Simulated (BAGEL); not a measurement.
# RI-MP2/cc-pVDZ (density fitting with qzvpp-jkfit) run of CH5BN2 (SMILES NC1BN1)

Aim: the energy change on altering one bond length of CH5BN2 at RI-MP2/cc-pVDZ (density fitting with qzvpp-jkfit), from 2 runs. 

The results are computed with BAGEL 1.2.2.

2 further runs of the same task are left out: 2 that didn't finish. Runs told in other sessions of the task aren't counted.

## Step 1: The structure to begin with

The species is CH5BN2 (9 atoms), meant as a singlet with charge 0. As SMILES, `NC1BN1`. Geometry: relaxed at PBE0-D4/def2-TZVP. This is one conformer, not always the lowest.

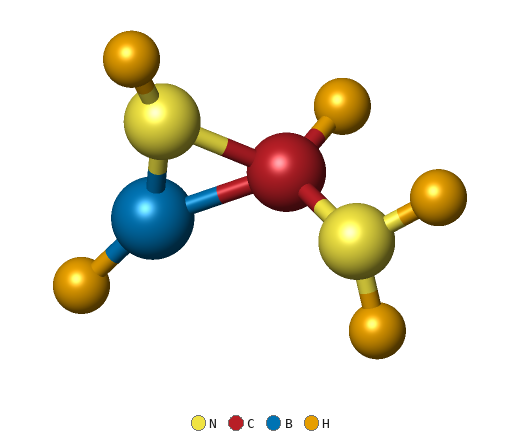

Viewed from a chosen angle; nitrogen yellow, carbon red, boron blue, hydrogen amber.

## Step 2: The energy at RI-MP2/cc-pVDZ (density fitting with qzvpp-jkfit)

Contents of input.json:

```json
{ "bagel": [

{
  "title": "molecule",
  "basis": "cc-pvdz.json",
  "df_basis": "qzvpp-jkfit",
  "angstrom": "true",
  "geometry": [
    { "atom": "N", "xyz": [    0.142900,    1.194400,   -0.640600 ] },
    { "atom": "C", "xyz": [   -0.364200,   -0.077200,   -0.222300 ] },
    { "atom": "B", "xyz": [    0.591200,   -1.194100,    0.303200 ] },
    { "atom": "N", "xyz": [   -0.130500,   -0.469900,    1.171500 ] },
    { "atom": "H", "xyz": [    0.784000,    1.117400,   -1.417000 ] },
    { "atom": "H", "xyz": [   -0.589900,    1.842600,   -0.892400 ] },
    { "atom": "H", "xyz": [   -1.366400,   -0.317200,   -0.582700 ] },
    { "atom": "H", "xyz": [    1.414200,   -2.039000,    0.194700 ] },
    { "atom": "H", "xyz": [   -0.392800,   -0.103200,    2.068300 ] }
  ]
},
{
  "title": "hf"
},
{
  "title": "mp2",
  "ncore": 4
}

]}
```

The basis set cc-pVDZ is read from a file made from the Basis Set Exchange's data (not shown).

Command:

```
$ BAGEL_NUM_THREADS=1 BAGEL input.json > input.out
```

Standard output:

```text
* using 1 threads per process

  ===============================================================
  ===============================================================

  *** Geometry ***

  { "atom" : "N", "xyz" : [      0.270042,      2.257089,     -1.210559 ] },
  { "atom" : "C", "xyz" : [     -0.688238,     -0.145887,     -0.420086 ] },
  { "atom" : "B", "xyz" : [      1.117206,     -2.256522,      0.572965 ] },
  { "atom" : "N", "xyz" : [     -0.246609,     -0.887982,      2.213814 ] },
  { "atom" : "H", "xyz" : [      1.481545,      2.111580,     -2.677742 ] },
  { "atom" : "H", "xyz" : [     -1.114749,      3.482009,     -1.686392 ] },
  { "atom" : "H", "xyz" : [     -2.582122,     -0.599421,     -1.101143 ] },
  { "atom" : "H", "xyz" : [      2.672451,     -3.853152,      0.367930 ] },
  { "atom" : "H", "xyz" : [     -0.742284,     -0.195020,      3.908521 ] },

  Number of auxiliary basis functions:      394

  Since a DF basis is specified, we compute 2- and 3-index integrals:
    o Being stored without compression. Storage requirement is 0.021 GB

  Number of basis functions:       81
  Number of electrons      :       30

    * METHOD: MOLECULE                             0.17

  *** RHF ***

  === Nuclear Repulsion ===
   109.4483437159

      * DIIS with orbital gradients will be used.

  === RHF iteration (cc-pvdz.json) ===
      0       -174.07397257          0.02024726           0.04
      1       -174.25902894          0.01279883           0.04
      2       -174.32923724          0.00177789           0.04
      3       -174.33114558          0.00065013           0.04
      4       -174.33134176          0.00013935           0.04
      5       -174.33135472          0.00004626           0.04
      6       -174.33135644          0.00001609           0.04
      7       -174.33135682          0.00000438           0.04
      8       -174.33135684          0.00000152           0.04
      9       -174.33135685          0.00000060           0.04
     10       -174.33135685          0.00000019           0.04
     11       -174.33135685          0.00000009           0.04
     12       -174.33135685          0.00000003           0.04
     13       -174.33135685          0.00000001           0.04
    * SCF iteration converged.

    * Permanent dipole moment:
           (    0.336506,    -0.140109,     0.117945) a.u.

    * METHOD: HF                                   0.65

  *** RHF ***

  === Nuclear Repulsion ===
   109.4483437159

      * DIIS with orbital gradients will be used.

  === RHF iteration (cc-pvdz.json) ===
      0       -174.33135685          0.00000001           0.04
    * SCF iteration converged.

    * Permanent dipole moment:
           (    0.336507,    -0.140109,     0.117945) a.u.

  === DF-MP2 calculation ===

    * freezing 4 orbitals
    * 3-index integral transformation done
    * assembly done

      MP2 correlation energy:   -0.5557672112      0.04

      MP2 total energy:       -174.8871240585

    * METHOD: MP2                                  0.12

  ===============================================================
```

Wall time 1.1 s (1 thread of Arm Neoverse V1, shared host); peak memory 0.092 GiB.

## Step 3: The distorted shape, same level

Contents of job.json:

```json
{ "bagel": [

{
  "title": "molecule",
  "basis": "cc-pvdz.json",
  "df_basis": "qzvpp-jkfit",
  "angstrom": true,
  "geometry": [
    { "atom": "N", "xyz": [       0.362742,       0.999938,      -0.565059 ] },
    { "atom": "C", "xyz": [      -0.144358,      -0.271662,      -0.146759 ] },
    { "atom": "B", "xyz": [       0.811042,      -1.388562,       0.378741 ] },
    { "atom": "N", "xyz": [       0.089342,      -0.664362,       1.247041 ] },
    { "atom": "H", "xyz": [       1.003842,       0.922938,      -1.341459 ] },
    { "atom": "H", "xyz": [      -0.589900,       1.842600,      -0.892400 ] },
    { "atom": "H", "xyz": [      -1.146558,      -0.511662,      -0.507159 ] },
    { "atom": "H", "xyz": [       1.634042,      -2.233462,       0.270241 ] },
    { "atom": "H", "xyz": [      -0.172958,      -0.297662,       2.143841 ] }
  ]
},

{
  "title": "hf"
},

{
  "title": "mp2",
  "ncore": 4
}

]}
```

The basis set cc-pVDZ is read from a file made from the Basis Set Exchange's data (not shown).

Command:

```
$ BAGEL_NUM_THREADS=1 BAGEL job.json > job.out
```

Standard output:

```text
* using 1 threads per process

  ===============================================================
  ===============================================================

  *** Geometry ***

  { "atom" : "N", "xyz" : [      0.685483,      1.889609,     -1.067807 ] },
  { "atom" : "C", "xyz" : [     -0.272797,     -0.513367,     -0.277334 ] },
  { "atom" : "B", "xyz" : [      1.532647,     -2.624002,      0.715717 ] },
  { "atom" : "N", "xyz" : [      0.168832,     -1.255462,      2.356566 ] },
  { "atom" : "H", "xyz" : [      1.896986,      1.744100,     -2.534990 ] },
  { "atom" : "H", "xyz" : [     -1.114749,      3.482009,     -1.686392 ] },
  { "atom" : "H", "xyz" : [     -2.166681,     -0.966901,     -0.958392 ] },
  { "atom" : "H", "xyz" : [      3.087892,     -4.220631,      0.510681 ] },
  { "atom" : "H", "xyz" : [     -0.326843,     -0.562500,      4.051272 ] },

  Number of auxiliary basis functions:      394

  Since a DF basis is specified, we compute 2- and 3-index integrals:
    o Being stored without compression. Storage requirement is 0.021 GB

  Number of basis functions:       81
  Number of electrons      :       30

    * METHOD: MOLECULE                             0.17

  *** RHF ***

  === Nuclear Repulsion ===
   108.2318988515

      * DIIS with orbital gradients will be used.

  === RHF iteration (cc-pvdz.json) ===
      0       -174.01452435          0.02034162           0.04
      1       -174.19855591          0.01362438           0.04
      2       -174.28042990          0.00178432           0.04
      3       -174.28268452          0.00053551           0.04
      4       -174.28283355          0.00014479           0.04
      5       -174.28285056          0.00006033           0.04
      6       -174.28285339          0.00002025           0.04
      7       -174.28285400          0.00000506           0.04
      8       -174.28285403          0.00000192           0.04
      9       -174.28285404          0.00000076           0.04
     10       -174.28285404          0.00000026           0.04
     11       -174.28285404          0.00000013           0.04
     12       -174.28285404          0.00000005           0.04
     13       -174.28285404          0.00000002           0.04
     14       -174.28285404          0.00000001           0.04
    * SCF iteration converged.

    * Permanent dipole moment:
           (    0.328761,    -0.068436,     0.093061) a.u.

    * METHOD: HF                                   0.76

  *** RHF ***

  === Nuclear Repulsion ===
   108.2318988515

      * DIIS with orbital gradients will be used.

  === RHF iteration (cc-pvdz.json) ===
      0       -174.28285404          0.00000000           0.04
    * SCF iteration converged.

    * Permanent dipole moment:
           (    0.328761,    -0.068436,     0.093061) a.u.

  === DF-MP2 calculation ===

    * freezing 4 orbitals
    * 3-index integral transformation done
    * assembly done

      MP2 correlation energy:   -0.5636060384      0.04

      MP2 total energy:       -174.8464600751

    * METHOD: MP2                                  0.13

  ===============================================================
```

Wall time 1.2 s (1 thread of Arm Neoverse V1, shared host); peak memory 0.092 GiB.

## Step 4: What came out

At RI-MP2/cc-pVDZ (density fitting with qzvpp-jkfit), 4 core orbitals frozen:

| quantity | value |
| --- | --- |
| first shape: total energy | -174.88712 Eh |
| first shape: correlation energy (4 core orbitals frozen) | -555.8 mEh |
| distorted shape: total energy | -174.84646 Eh |
| distorted shape: correlation energy (4 core orbitals frozen) | -563.6 mEh |
| energy change with the N1–H6 bond stretched from 1.010 to 1.313 Å | 1.107 eV |

With the N1–H6 bond stretched from 1.010 to 1.313 Å the energy rises by 1.11 eV (107 kJ/mol). The first shape isn't relaxed at this level, so the change isn't measured from a minimum.
